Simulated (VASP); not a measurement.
Energy against volume of C (diamond). All values below come from HSEsol screened hybrid, VASP's PBE PAW potentials (set 64) (plane waves; VASP).

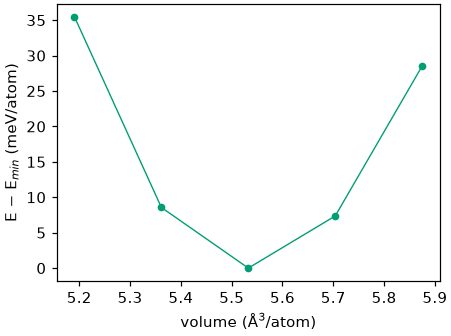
*Energy against volume*

### Question
Estimate the equilibrium volume and the bulk modulus.

### Answer
The minimum lies near 5.5 Å³/atom, and the curvature gives B0 of about 480 GPa.

Measured: bulk modulus 455 GPa at 0 K (computed value off by +5.6 %), as given by Daniel Mejia-Rodriguez et al., Physical Review B (2018), arXiv:1807.09216 [0 K value with the zero-point phonon effect removed]; a 3.553 Å at 0 K (computed value off by -0.4 %), as given by Daniel Mejia-Rodriguez et al., Physical Review B (2018), arXiv:1807.09216 [static lattice: zero-point anharmonic expansion removed].

The compound is C in the diamond structure. It was relaxed first. The cell's shape comes from a PBE relaxation.
